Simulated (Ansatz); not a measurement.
A series of calculations on GaSiNH6Cl2

### Relaxation

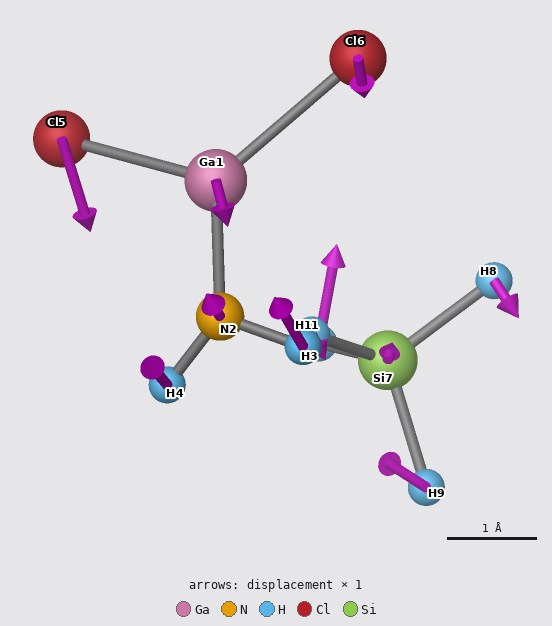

A relaxation of GaSiNH₆Cl₂. The starting structure is drawn; purple arrows show the displacements, at their true length. The two geometries are superimposed by the best rigid fit.

A ball-and-stick model, seen from a free direction.

The run prepares an end point of a later path (reaction) calculation, from a guessed geometry.

All numbers below come from RKS LDA/def2-SVP in Ansatz 0.2.0. Settings: no spin polarisation; force threshold 0.03 eV/Å; at most 50 steps.

Question: What happened in the run?

Answer: After 14 geometry steps the energy has fallen by 8.68 kcal/mol. The largest force component goes from 1.6 to 0.027 eV/Å. The largest moves after the best rigid fit, 1.22 Å, are those of Cl and H atoms. By element the largest moves are Cl 1.22 Å, H 1.21 Å, Ga 0.57 Å, N 0.48 Å, Si 0.29 Å. Some distances before and after: Ga–Si 3.529 → 3.145 Å, Ga–H 2.266 → 2.054 Å, Ga–N 1.877 → 1.790 Å, H–Si 1.488 → 1.533 Å. Bond angles that change, for instance: Ga–N–H 115.2° → 120.5°, Ga–N–H 114.8° → 120.2°, H–Si–H 110.0° → 106.9°.

Limits of the set-up: the start holds two separate molecules, 2.3 Å apart at their closest, whose relative position is a soft coordinate and is computed without a dispersion correction.

### Relaxation

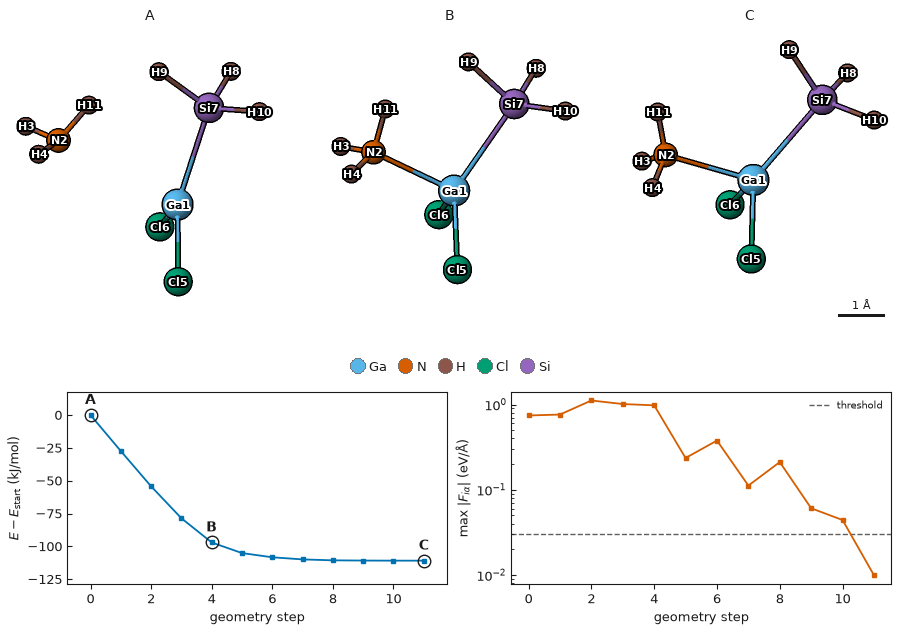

Frames of a relaxation of GaSiNH₆Cl₂, marked on the history of the run. A ball-and-stick model, seen at a tilt.

The run prepares an end point of a later path (reaction) calculation, from a guessed geometry.

Computed with RKS LDA/def2-SVP in Ansatz 0.2.0.

Input file:
```yaml
crystal:
  periodic: [false, false, false]
  atoms:
    - { symbol: Ga, position_ang: [-0.21569, 0.604157, -0.473288] }
    - { symbol: "N", position_ang: [-0.103297, -0.042715, 2.560341] }
    - { symbol: H, position_ang: [-0.810342, -0.607438, 3.043003] }
    - { symbol: H, position_ang: [0.818503, -0.201177, 2.983711] }
    - { symbol: Cl, position_ang: [1.763202, 0.076015, -1.084918] }
    - { symbol: Cl, position_ang: [-1.717126, -0.739141, -1.186853] }
    - { symbol: Si, position_ang: [-0.726836, 2.635336, 0.568838] }
    - { symbol: H, position_ang: [-2.163895, 3.013881, 0.317855] }
    - { symbol: H, position_ang: [-0.53536, 2.594466, 2.067561] }
    - { symbol: H, position_ang: [0.159377, 3.746628, 0.068491] }
    - { symbol: H, position_ang: [-0.350136, 0.970488, 2.62416] }
basis:
  gaussian: { orbitals: def2-SVP }
hamiltonian:
  xc: lda
relax:
  f_tol: 0.03
  max_steps: 50
```

Command:
```bash
ansatz run input.yaml --threads 4 --pin off --max-ram 5120MiB --backend cpu --events-out ev --progress --plain --runs-dir out
```

> Describe the path.

The largest move after the best rigid fit is that of H3, 0.92 Å. By element the largest moves are H 0.92 Å, Cl 0.86 Å, Ga 0.81 Å, N 0.38 Å, Si 0.34 Å. Among the contacts that change: Ga1–N2 3.104 → 2.063 Å, Ga1–Cl5 2.138 → 2.183 Å, Ga1–Si7 2.339 → 2.366 Å, N2–H11 1.045 → 1.031 Å. New bonds form, among them: Ga1–N2 (3.10 → 2.06 Å). Among the angles between lasting bonds that change: Ga1–Si7–H9 113.0° → 108.9°, Cl5–Ga1–Si7 123.0° → 119.8°, Cl5–Ga1–Cl6 113.5° → 111.2°. The energy falls by 110.9 kJ/mol in 11 geometry steps. Largest force component: 0.74 eV/Å at the start, 0.01 eV/Å at the end. From step 0 to 4: Ga1 moves most (0.63 Å), energy −97.0 kJ/mol. From step 4 to 11: H11 moves most (0.62 Å), energy −13.9 kJ/mol.

| step | E − E(0), kJ/mol | largest force component, eV/Å |
| --- | --- | --- |
| 0 | 0.00 | 0.7446 |
| 1 | -27.40 | 0.7632 |
| 2 | -54.28 | 1.1162 |
| 3 | -78.58 | 1.0140 |
| 4 | -97.03 | 0.9793 |
| 5 | -105.10 | 0.2361 |
| 6 | -108.32 | 0.3783 |
| 7 | -109.93 | 0.1121 |
| 8 | -110.64 | 0.2116 |
| 9 | -110.80 | 0.0608 |
| 10 | -110.88 | 0.0442 |
| 11 | -110.89 | 0.0100 |

### Path

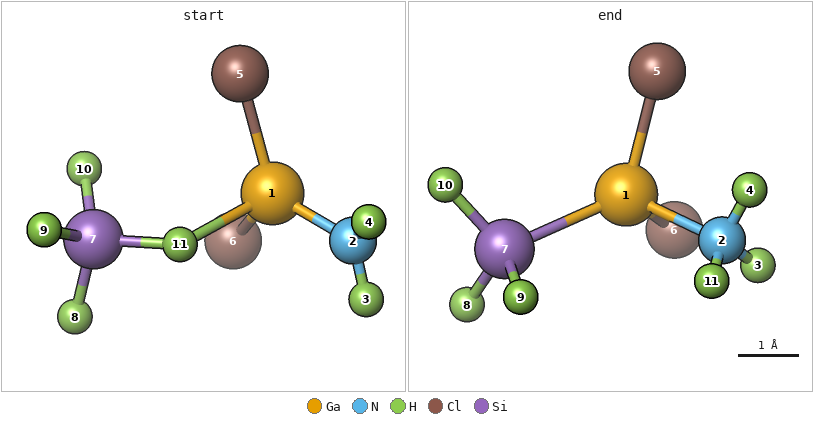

The two relaxed end points of a path for GaSiNH6Cl2. The picture is a ball-and-stick view, seen face on.

All numbers below come from RKS LDA/def2-SVP in Ansatz.

Set-up: 5 movable images; climbing image; force threshold 0.05 eV/Å; iteration limit 60.

Start:
```xyz
11

Ga    0.1387    0.0418    0.5872
N     0.1648   -1.1200    1.9486
H    -0.7088   -1.4948    2.3294
H     0.9192   -1.0860    2.6395
Cl    1.9511    0.9297   -0.0922
Cl   -1.5419    0.0834   -0.7349
Si   -0.9742    2.9638    0.9272
H    -2.4728    2.9215    0.9281
H    -0.4678    4.0993    1.7720
H    -0.3989    3.0188   -0.4506
H    -0.4909    1.6930    1.6346
```

End:
```xyz
11

Ga   -0.2308    0.7081    0.3077
N     0.0259   -0.2194    2.1323
H    -0.6071   -1.0373    2.0896
H     1.0080   -0.5455    2.0969
Cl    1.8062    0.2667   -0.3401
Cl   -1.6323   -0.7990   -0.4132
Si   -0.9150    2.9566    0.5841
H    -2.3437    3.1700    0.1577
H    -0.8234    3.3207    2.0504
H    -0.0284    3.9104   -0.1719
H    -0.1409    0.3192    2.9955
```

Q: What barrier does the band find between them, and by what path?

A: The highest point, image 3, lies 0.75 eV above the start and 1.99 eV above the end; the end is at −1.24 eV relative to the start. Image 5 lies below both ends, at −1.25 eV, which points to an intermediate minimum that so few images don't resolve. Breaking: Si7–H11 (1.53 → 1.78 at the top → 3.66 Å). Forming: Ga1–Si7 (3.15 → 2.66 at the top → 2.37 Å), N2–H11 (2.91 → 1.53 at the top → 1.03 Å). The band is converged. At the top, the vibrational analysis gives one imaginary mode (952i cm⁻¹), as a transition state must have.

Energies of the converged images:

```tsv
image	path (Å)	E (eV)
0	0.00	0.000
1	0.69	0.018
2	1.38	0.209
3	2.07	0.751
4	3.31	-1.018
5	4.54	-1.246
6	5.77	-1.240
```

The geometry at the top of the path:

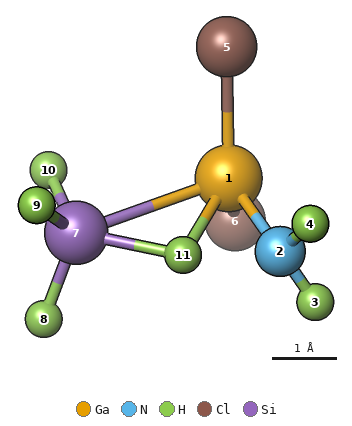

The run took 2.2 min on 4 threads of Intel(R) Xeon(R) CPU @ 2.60GHz (Ice Lake), on a shared host, peak memory 0.23 GiB.
